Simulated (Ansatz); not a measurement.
## Electronic structure of CH5Ga···HBr in real space

```yaml
atoms:
  - { symbol: Ga, position_ang: [-0.8793, -0.6315, -0.4577] }
  - { symbol: Br, position_ang: [1.1202, 0.8133, -2.2121] }
  - { symbol: H, position_ang: [-0.5296, -2.0591, -1.0323] }
  - { symbol: H, position_ang: [-2.1216, 0.1527, -1.0335] }
  - { symbol: H, position_ang: [1.8087, 1.2885, -1.0505] }
  - { symbol: C, position_ang: [0.0272, 0.0208, 1.1903] }
  - { symbol: H, position_ang: [0.0125, 1.1202, 1.2640] }
  - { symbol: H, position_ang: [1.0683, -0.3338, 1.2577] }
  - { symbol: H, position_ang: [-0.5064, -0.3712, 2.0741] }
```

All numbers below come from RKS B3LYP-D4/def2-SVP (Ansatz 0.2.0).

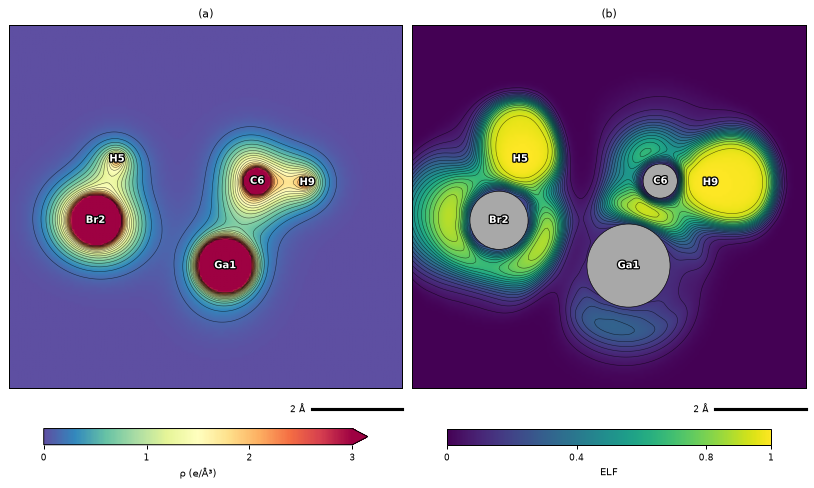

Figure 1. (a) total electron density; (b) ELF on the plane of atoms Ga1, C6 and H9. Grey discs cover the atomic cores in the ELF map.

> Interpret the plot.

Atoms in the plane: Ga, Br, H and C. Ga1···Br2 (3.03 Å): the density falls to about 0.12 e/Å³ on the way; the ELF dips to about 0.05 between them. C–Ga (1.99 Å): the density is about 0.76 e/Å³ at the midpoint; the ELF peaks at about 0.90 in the valence shell of C, 0.7 Å from its nucleus, and is about 0.60 at the midpoint. C–H (1.10 Å): ρ at the midpoint is about 1.8 e/Å³; the ELF climbs to about 1 towards the hydrogen, as it does in any bond to H (an ordinary covalent bond to hydrogen). Br–H (1.43 Å): ρ is about 1.6 e/Å³ halfway; the ELF climbs to about 1 towards the hydrogen. The ELF also peaks beside Br2, away from the bonds: lone-pair regions.

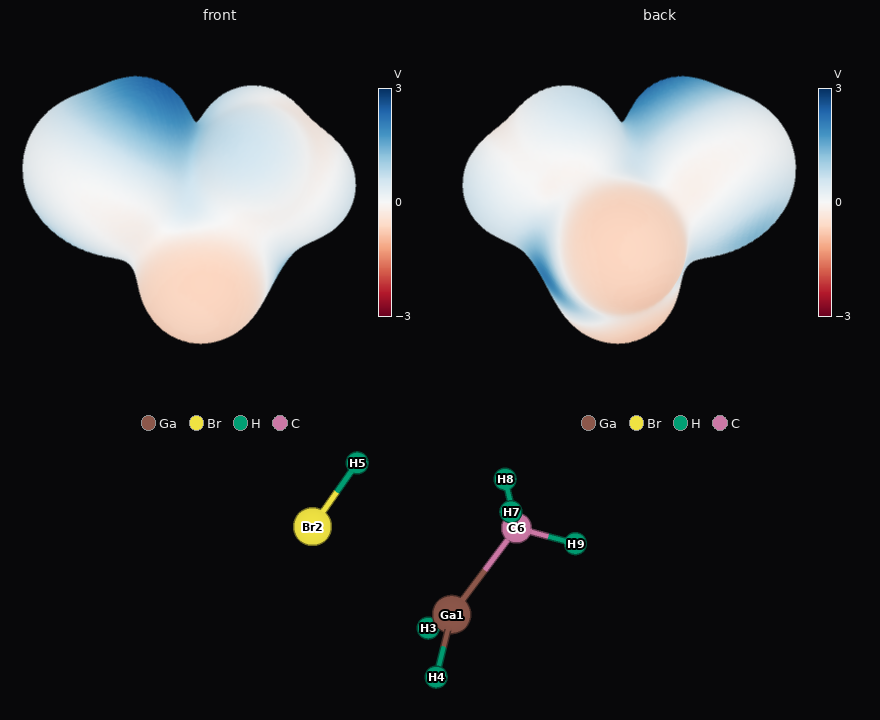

Figure 2. The molecular electrostatic potential painted on the density surface at 0.002 e/bohr³, seen from the front and from behind; the colour scale runs from red (negative) to blue (positive). The bare structure is drawn below in the same view.

> Where is the surface potential most negative and most positive?

The most negative region (about −0.7 V) lies over H3 and H4, the most positive (about +2.3 V) over H5. Br2 shows a σ-hole: about +1.3 V at the tip opposite its bond, against about 0.0 V on its flanks.

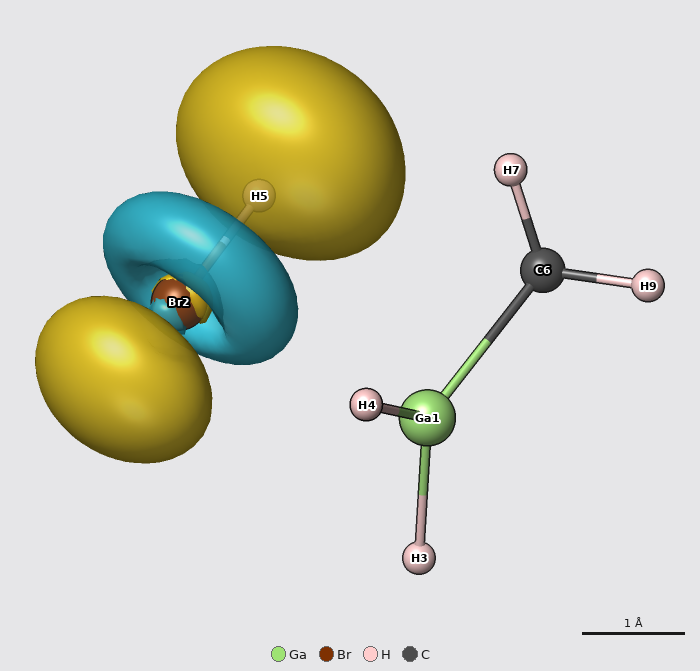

Figure 3. The LUMO at ±0.15 Å⁻³ᐟ² (yellow and cyan are the two phases), seen at a tilt.

> Where does this orbital lie, and at what energy?

It lies mainly on Br2 (about 50 %) and H5 (about 40 %). Its energy is −0.87 eV.

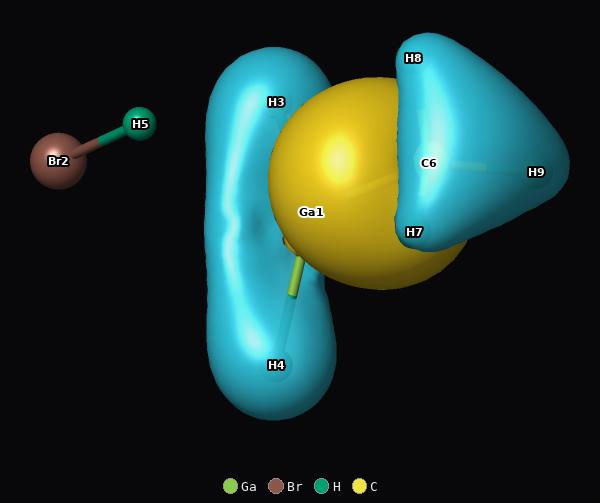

Figure 4. The HOMO at ±0.15 Å⁻³ᐟ² (yellow and cyan are the two phases), seen from one side.

> Where does this orbital lie, and at what energy?

It lies mainly on C6 (about 40 %), Ga1 (about 30 %), H4 (about 10 %) and H3 (about 10 %). Its energy is −7.48 eV.
